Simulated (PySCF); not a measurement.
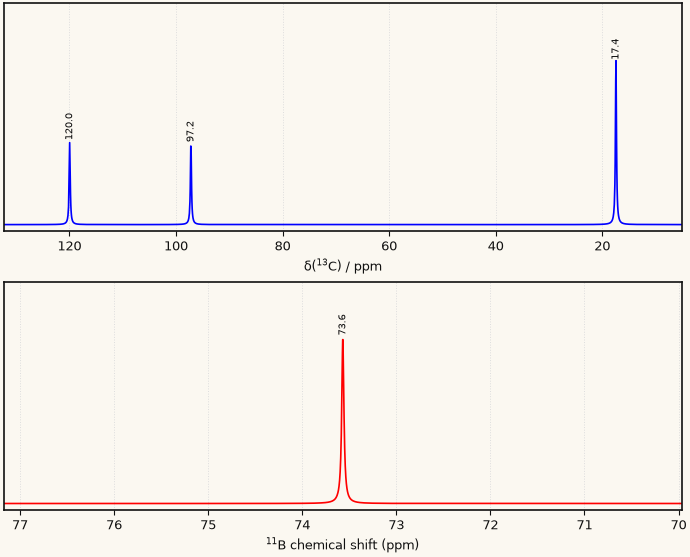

GIAO shifts, B3LYP/pcSseg-1 in PySCF, at a PBE0-D3(BJ)/def2-SVP geometry (no frequency check), against TMS for ¹³C and BF₃.OEt₂ for ¹¹B computed at the same level. Gas phase, fully decoupled, line heights follow the number of nuclei, widths are arbitrary (no quadrupolar broadening); values of one conformer, averaged over methyl-type rotors and exact or near symmetry.

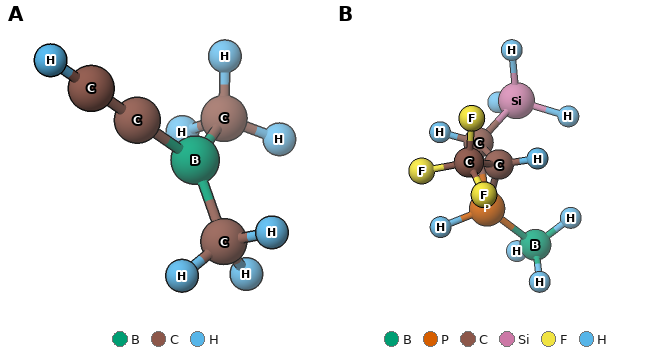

**Which molecule was computed? Choose among the lettered structures.**

Structure A, C₄H₇B (BMe2(CCH)), SMILES C#CB(C)C. Its ¹³C signals: 120.0 (1 C), 97.2 (1 C), 17.4 (2 C) ppm. Its ¹¹B signals: 73.6 (1 B) ppm.
